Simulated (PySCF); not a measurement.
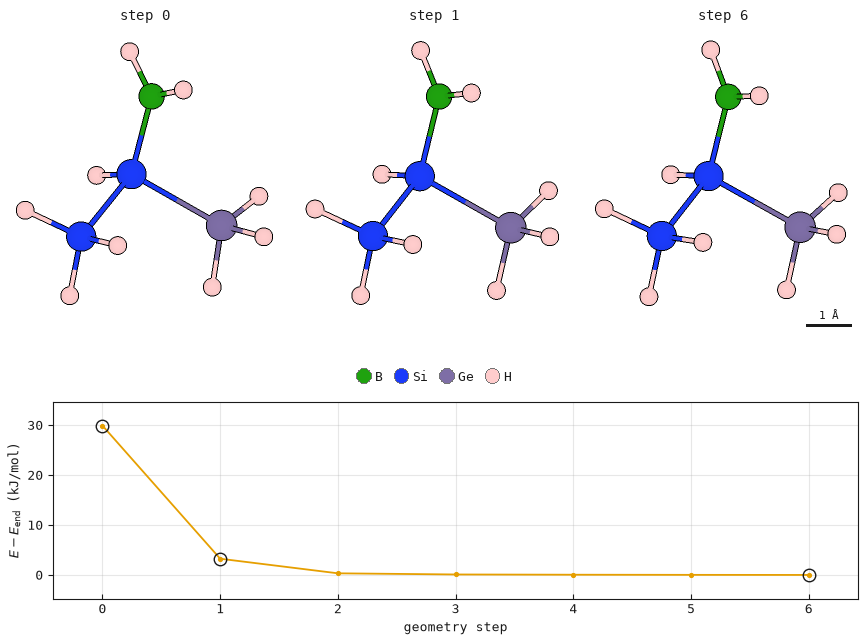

Frames of a relaxation of BGeSi$_{2}$H$_{9}$, marked on the history of the run. Style: ball-and-stick. Shown at a tilt.

The start comes from GFN2-xTB. Its atoms were then displaced at random by about 0.01 Å.

The calculation used PBE0-D3(BJ)/def2-SVP geometry optimisation, gas phase (PySCF). 

> What happens along the run?

An H atom moves most after the best rigid fit: 0.20 Å. By element the largest moves are H 0.20 Å, Si 0.12 Å, Ge 0.04 Å, B 0.03 Å. Some distances before and after: Ge–H 1.460 → 1.541 Å, B–Si 1.924 → 1.994 Å, B–H 1.158 → 1.209 Å, H–Si 1.449 → 1.496 Å. Among the angles between lasting bonds that change: Ge–Si–H 102.2° → 109.0°, H–Ge–H 102.1° → 108.8°, B–Si–Si 114.6° → 108.8°. Over 6 geometry steps the energy falls by 29.9 kJ/mol. The run took 51 s on 1 thread of Arm Neoverse V1, on a shared host. From step 0 to 1: an H atom moves most (0.18 Å), energy −26.6 kJ/mol. From step 1 to 6: H atoms move most (0.07 Å), energy −3.25 kJ/mol.

| step | E − E(0), kJ/mol |
| --- | --- |
| 0 | 0.00 |
| 1 | -26.65 |
| 2 | -29.57 |
| 3 | -29.80 |
| 4 | -29.85 |
| 5 | -29.88 |
| 6 | -29.89 |
